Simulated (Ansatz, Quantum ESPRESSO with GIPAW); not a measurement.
# Shieldings and field gradients in CdS (Greenockite)

Aim: the magnetic shielding tensor of every site in CdS (Greenockite) and the field gradients at its nuclei.

Main program and level: Quantum ESPRESSO with GIPAW 8.0dev (patched build); DFT, PBE, plane-wave PAW (pslibrary 1.0.0 recipes), scalar-relativistic, GIPAW; a patched development version of the program.

## 1. Set-up

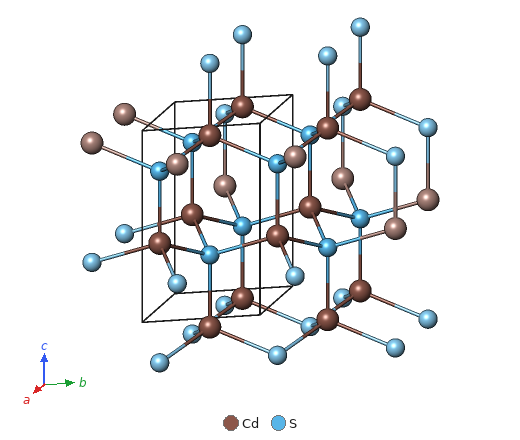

The starting structure, seen slightly off an axis (cadmium brown, sulfur blue). 2×2×1 cells are drawn. Some periodic images of atoms are drawn too.

Coordinates:

```cif
data_structure
_symmetry_space_group_name_H-M 'P 1'
_symmetry_Int_Tables_number 1
_cell_length_a 4.1500
_cell_length_b 4.1500
_cell_length_c 6.7370
_cell_angle_alpha 90.000
_cell_angle_beta 90.000
_cell_angle_gamma 120.000
_cell_volume 100.48
loop_
_atom_site_label
_atom_site_type_symbol
_atom_site_fract_x
_atom_site_fract_y
_atom_site_fract_z
_atom_site_occupancy
Cd1 Cd 0.66667 0.33333 0.49906 1
Cd2 Cd 0.33333 0.66667 0.99906 1
S3 S 0.66667 0.33333 0.87594 1
S4 S 0.33333 0.66667 0.37594 1
```

The cell is an entry of the Crystallography Open Database; it need not be the form that is stable at ambient conditions.

This structure had its atoms relaxed beforehand (DFT, PBE, plane-wave PAW (pslibrary 1.0.0 recipes), Quantum ESPRESSO with GIPAW), starting from the database entry, since shieldings follow bond lengths closely.

## 2. Ground state

GIPAW is a response on top of the ground state, so the wavefunctions come first. Their errors pass straight into the induced current, hence the tight threshold. No empty states are asked for: the response is solved without them. The mesh has a spacing of 0.15 Å⁻¹ at most. The PAW files were made with ld1.x from the pslibrary 1.0.0 recipes, with GIPAW reconstruction switched on.

File scf.in:

```
&control
  calculation = 'scf'
  prefix = 'x'
  outdir = './tmp/'
  pseudo_dir = './'
/
&system
  ibrav = 0
  nat = 4
  ntyp = 2
  ecutwfc = 55
  ecutrho = 640
  nbnd = 18
/
&electrons
  conv_thr = 1.0d-10
  mixing_beta = 0.7
  electron_maxstep = 100
/
ATOMIC_SPECIES
  Cd 112.414 Cd.pbe-n-kjpaw_psl.1.0.0-gipaw.UPF
  S 32.060 S.pbe-n-kjpaw_psl.1.0.0-gipaw.UPF
CELL_PARAMETERS angstrom
  4.15000000 0.00000000 0.00000000
  -2.07500000 3.59400543 0.00000000
  0.00000000 0.00000000 6.73700000
ATOMIC_POSITIONS crystal
  Cd 0.66666667 0.33333333 0.49906037
  Cd 0.33333333 0.66666667 -0.00093963
  S 0.66666667 0.33333333 0.87593963
  S 0.33333333 0.66666667 0.37593963
K_POINTS automatic
  12 12 7 0 0 0
```

Launch:

```bash
> mpirun -np 4 pw.x -nk 4 -in scf.in > scf.out
```

The log of the run:

```text
[...]
as large as its charge; the limit is 4.5
     Functions over the limit replaced by smooth ones with the moment of the charge, as mend_augmentation asks: 1
     This moves results (see INPUT_PW). Waves and levels in the save fit builds from 8.0dev_s219 on
     using ibrav=0 with symmetry is DISCOURAGED, use correct ibrav instead

     bravais-lattice index     =            0
     lattice parameter (alat)  =       7.8424  a.u.
     unit-cell volume          =     678.0941 (a.u.)^3
     number of atoms/cell      =            4
     number of atomic types    =            2
     number of electrons       =        36.00
     number of Kohn-Sham states=           18
     kinetic-energy cutoff     =      55.0000  Ry
     charge density cutoff     =     640.0000  Ry
     scf convergence threshold =      1.0E-10
     mixing beta               =       0.7000
     number of iterations used =            8  plain     mixing
     Exchange-correlation= SLA-PW-PBX-PBC
                           (   1   4   3   4   0   0   0)
[...]
Cd               12.00   112.41400     Cd( 1.00)
     S                 6.00    32.06000     S ( 1.00)

     12 Sym. Ops. (no inversion) found ( 6 have fractional translation)
[...]
number of k points=    76
[...]
Dense  grid:   185407 G-vectors     FFT dimensions: (  64,  64, 108)

     Smooth grid:    37375 G-vectors     FFT dimensions: (  40,  40,  64)

     Initial potential from superposition of free atoms

     starting charge      35.9902, renormalised to      36.0000
     Starting wfcs are   26 randomized atomic wfcs

     Self-consistent Calculation

     iteration #  1     ecut=    55.00 Ry     beta= 0.70
     Davidson diagonalization with overlap
     ethr =  1.00E-02,  avg # of iterations =  1.3

     Threshold (ethr) on eigenvalues was too large:
     Diagonalizing with lowered threshold

     Davidson diagonalization with overlap
     ethr =  4.01E-04,  avg # of iterations =  3.9

     total energy              =    -896.33959222 Ry
     estimated scf accuracy    <       0.15084403 Ry

     iteration #  2     ecut=    55.00 Ry     beta= 0.70
     Davidson diagonalization with overlap
     ethr =  4.19E-04,  avg # of iterations =  3.0

     total energy              =    -896.38550202 Ry
     estimated scf accuracy    <       0.00792436 Ry

     iteration #  3     ecut=    55.00 Ry     beta= 0.70
[...]
total energy              =    -896.38888945 Ry
     estimated scf accuracy    <       0.00575976 Ry

[...]
total energy              =    -896.39091858 Ry
[...]
iteration # 22     ecut=    55.00 Ry     beta= 0.70
     Davidson diagonalization with overlap
     ethr =  3.78E-12,  avg # of iterations =  1.2

     total energy              =    -896.39091858 Ry
     estimated scf accuracy    <          1.2E-09 Ry

     iteration # 23     ecut=    55.00 Ry     beta= 0.70
     Davidson diagonalization with overlap
     ethr =  3.25E-12,  avg # of iterations =  5.0

     End of self-consistent calculation
     [one-electron energies left out]

!    total energy              =    -896.39091858 Ry
     total all-electron energy =    -23975.692086 Ry
     estimated scf accuracy    <          3.3E-11 Ry

     The total energy is the sum of the following terms:
     one-electron contribution =     -73.32567919 Ry
     hartree contribution      =      66.30518358 Ry
     xc contribution           =     -56.04057221 Ry
     ewald contribution        =    -169.76153487 Ry
     one-center paw contrib.   =    -663.56831589 Ry

     convergence has been achieved in  23 iterations
[...]
JOB DONE.
```

Run time: 1.8 min. Hardware: 4 MPI ranks of Arm Neoverse V1, shared host; peak memory 1.1 GiB; 7 min of CPU time.

It converged in 23 cycles to an estimated accuracy of 3e-11 Ry, on 76 irreducible k-points.

## 3. Shieldings

A uniform field breaks periodicity, so gipaw.x applies it as a wave of small q and takes the limit. It solves for the first-order states, builds the induced current and gets the field at each nucleus by Biot–Savart; the PAW spheres add what the smooth waves miss near the nuclei. pawproj makes the reconstruction use the PAW data sets' own projectors.

File nmr.in:

```
&inputgipaw
  job = 'nmr'
  prefix = 'x'
  tmp_dir = './tmp/'
  restart_mode = 'from_scratch'
  verbosity = 'low'
  q_gipaw = 0.01
  spline_ps = .true.
  conv_threshold = 1.0d-11
  use_nmr_macroscopic_shape = .false.
  pawproj(1) = .true.
  pawproj(2) = .true.
/
```

Launch:

```bash
> mpirun -np 4 gipaw.x -in nmr.in > nmr.out
```

The log of the run:

```text
[banner, memory and clock lines left out]
[a note of our patched build left out]

     Parallelizing q-star over 1 images

     IMPORTANT: XC functional enforced from input :
     Exchange-correlation= PBE
                           (   1   4   3   4   0   0   0)
     Any further DFT definition will be discarded
     Please, verify this is what you really want

     In Cd.pbe-n-kjpaw_psl.1.0.0-gipaw.UPF the largest augmentation function (projectors 1 and 4, L = 1) is 10.7 times
     as large as its charge; the limit is 4.5
     Functions over the limit replaced by smooth ones with the moment of the charge, as in the saved run: 1

[...]
WARNING: some symmetry operations do not permute x, y and z, so the susceptibility and the shape term are
     wrong: all shieldings move alike (in wurtzite BN nosym gave 13 and 6 ppm more at 3 and 6 points an axis).
     Run pw.x with nosym, and raise the mesh until the susceptibility stays

     alpha_pv=     24.6047 eV

     spline_ps is .false., expect some extrapolation errors

     q-space interpolation up to    66.00 Rydberg

     GIPAW job: nmr
     NMR macroscopic correction: no
[...]
Computing the magnetic susceptibility     isolve=0    ethr=  0.1000E-10
     Starting from scratch
     k-point #    1 of    76      pool #  1    cpu time:       1.7
[...]
End of magnetic susceptibility calculation

     f-sum rule (1st term):
           -31.3362          0.0000         -0.0000
             0.0000        -31.3362          0.0000
             0.0000          0.0000        -31.3360

     f-sum rule (2nd term):
            -0.2627          0.0000         -0.0000
             0.0000         -0.2627          0.0000
             0.0000          0.0000         -0.2630

     f-sum rule (should be   -31.5973):
           -31.5989          0.0000         -0.0000
             0.0000        -31.5989          0.0000
             0.0000          0.0000        -31.5991

[... susceptibilities left out ...]
     Contributions to the NMR chemical shifts: -------------------------------

     Macroscopic shape contribution in ppm:                    0.00
             0.0000          0.0000          0.0000
             0.0000          0.0000          0.0000
             0.0000          0.0000          0.0000

     Core contribution in ppm:

     Atom  1  Cd  pos: (  0.500000  0.288675  0.810161)  core sigma:        4800.30
     Atom  2  Cd  pos: ( -0.000000  0.577350 -0.001525)  core sigma:        4800.30
     Atom  3  S   pos: (  0.500000  0.288675  1.421977)  core sigma:         979.79
     Atom  4  S   pos: ( -0.000000  0.577350  0.610290)  core sigma:         979.79

     Bare contribution in ppm:

     Atom  1  Cd  pos: (  0.500000  0.288675  0.810161)  bare sigma:          64.30
[...]
Atom  2  Cd  pos: ( -0.000000  0.577350 -0.001525)  bare sigma:          64.30
[...]
Atom  3  S   pos: (  0.500000  0.288675  1.421977)  bare sigma:          37.59
[...]
Atom  4  S   pos: ( -0.000000  0.577350  0.610290)  bare sigma:          37.59
[...]
Diamagnetic contribution in ppm:

     Atom  1  Cd  pos: (  0.500000  0.288675  0.810161)  dia sigma:          89.90
[...]
Atom  2  Cd  pos: ( -0.000000  0.577350 -0.001525)  dia sigma:          89.90
[...]
Atom  3  S   pos: (  0.500000  0.288675  1.421977)  dia sigma:          -5.46
[...]
Atom  4  S   pos: ( -0.000000  0.577350  0.610290)  dia sigma:          -5.46
[...]
Paramagnetic contribution in ppm:

     Atom  1  Cd  pos: (  0.500000  0.288675  0.810161)  para sigma:         726.94
[...]
Atom  2  Cd  pos: ( -0.000000  0.577350 -0.001525)  para sigma:         726.94
[...]
Atom  3  S   pos: (  0.500000  0.288675  1.421977)  para sigma:        -472.43
[...]
Atom  4  S   pos: ( -0.000000  0.577350  0.610290)  para sigma:        -472.43
[...]
Paramagnetic US occ-occ contribution in ppm:

     Atom  1  Cd  pos: (  0.500000  0.288675  0.810161)  para_oo sigma:          -4.72
[...]
Atom  2  Cd  pos: ( -0.000000  0.577350 -0.001525)  para_oo sigma:          -4.72
[...]
Atom  3  S   pos: (  0.500000  0.288675  1.421977)  para_oo sigma:          -9.61
[...]
Atom  4  S   pos: ( -0.000000  0.577350  0.610290)  para_oo sigma:          -9.61
[...]
Paramagnetic US L_R Q_R contribution in ppm:

     Atom  1  Cd  pos: (  0.500000  0.288675  0.810161)  para_lq sigma:       -2657.76
[...]
Atom  2  Cd  pos: ( -0.000000  0.577350 -0.001525)  para_lq sigma:       -2657.76
[...]
Atom  3  S   pos: (  0.500000  0.288675  1.421977)  para_lq sigma:         132.60
[...]
Atom  4  S   pos: ( -0.000000  0.577350  0.610290)  para_lq sigma:         132.60
[...]
Total NMR chemical shifts in ppm: ---------------------------------------
     (adopting the Simpson convention for anisotropy and asymmetry)-----------

     Atom  1  Cd  pos: (  0.500000  0.288675  0.810161)  Total sigma:        3018.95
          3033.3893         -0.0000          0.0000
            -0.0000       3033.3893         -0.0000
             0.0000         -0.0000       2990.0738

     Cd      1    anisotropy:    -43.32    eta:    0.0000
[...]
Atom  2  Cd  pos: ( -0.000000  0.577350 -0.001525)  Total sigma:        3018.95
[... its tensor is left out ...]
     Atom  3  S   pos: (  0.500000  0.288675  1.421977)  Total sigma:         662.48
           651.2906          0.0000          0.0000
             0.0000        651.2906         -0.0000
             0.0000         -0.0000        684.8540

     S       3    anisotropy:     33.56    eta:    0.0000
[...]
Atom  4  S   pos: ( -0.000000  0.577350  0.610290)  Total sigma:         662.48
[... its tensor is left out ...]
```

Run time: 18 min. Hardware: 4 MPI ranks; peak memory 0.76 GiB; 71 min of CPU time.

The f-sum rule is met to 0.0018 of 31.6 (0.006 %). Converged shieldings require that this miss be small, but a small miss does not prove them. gipaw.x warns that with these symmetry operations the susceptibility and the shape term are unreliable; the other terms are not touched. This build smooths some augmentation functions of the files as it reads them, which, it says, moves results; by how much was not measured here.

From the symmetric part of each tensor, with principal values σ11 ≤ σ22 ≤ σ33: σ_iso is their mean, the span is σ33 − σ11 and the skew 3(σ_iso − σ22)/span. (gipaw.x prints an anisotropy in another convention.)

```
site  atom no.  atoms in cell  σ_iso (ppm)  span (ppm)   skew
  Cd         1              2         3019          43  -1.00
   S         3              2        662.5        33.6   1.00
```

The macroscopic shape term is switched off. For a spherical sample the valence susceptibility of this run would add about 10 ppm to every site, a rough estimate, since the susceptibility converges slowly and lacks part of the PAW terms, above all in hexagonal and trigonal cells. Differences within the crystal don't depend on it, but shieldings of different compounds can't be compared to better than a few ppm without it.

An axis of order three or more runs through Cd and S, so two principal values coincide and the skew is ±1. In this run the largest span among the lighter atoms is that of S (site symmetry 3m), with principal values 651.3, 651.3 and 684.9 ppm.

How the isotropic values are made up (ppm). The core part is that of the free atom's core; bare is the current of the smooth valence states; the last two are what the PAW spheres add to the diamagnetic and the paramagnetic current:

```
site    core  bare  reconstruction, dia  reconstruction, para
  Cd  4800.3  64.3                 89.9               -1935.5
   S   979.8  37.6                 -5.5                -349.4
```

[end of part 1 of 2]

[Banner, clock, file and message-heading lines were taken out of the pw.x and gipaw.x logs.]

[Logs are printed without paths, hosts, clocks, repeated set-up lines and the standing remarks that a program may print on its own settings, such as how far it seeks lower states.]

[Hosts, paths, dates, database ids (printed as entryN), source tags and the programs' standing remarks are cut or masked in the printed files.]

[Where no reference line passes its bar on scatter, no shift is given, so a measured shift of this compound may stand uncompared.]
